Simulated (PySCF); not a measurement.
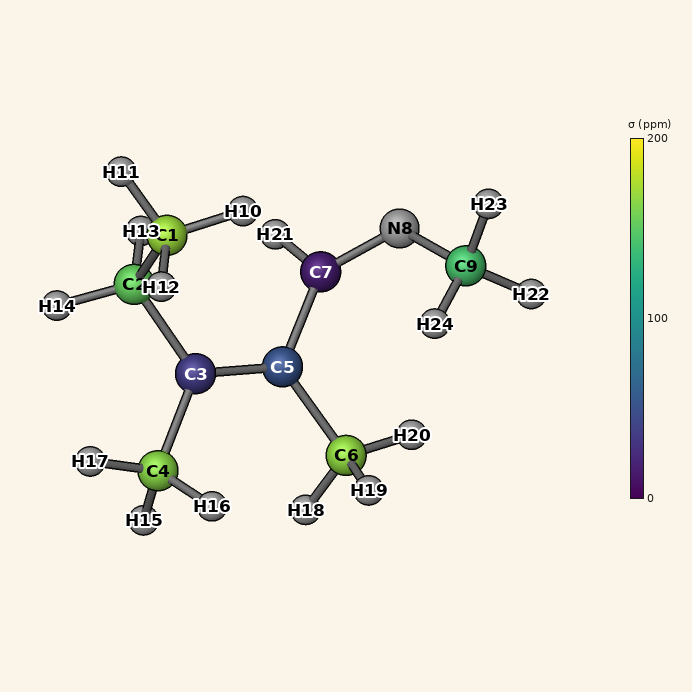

Atoms are coloured by their isotropic NMR shieldings (C only, the others grey). Computed geometry: GFN2-xTB optimisation. No frequency run is at hand to confirm it as a minimum. Properties computed with GIAO PBE0/pcSseg-1 NMR shielding, non-relativistic, gas phase (PySCF 2.14.0).

**Which C atom is the most shielded (lowest chemical shift)?**

C1 (169.8 ppm).

**Which C atom is the least shielded (highest chemical shift)?**

C7 (16.8 ppm).

**How wide is the range of C shifts?**

153.0 ppm.

List the isotropic NMR shieldings of the C atoms.

```csv
atom,σ (ppm)
C1,169.8
C2,152.9
C3,35.6
C4,164.5
C5,52.3
C6,166.7
C7,16.8
C9,142.9
```
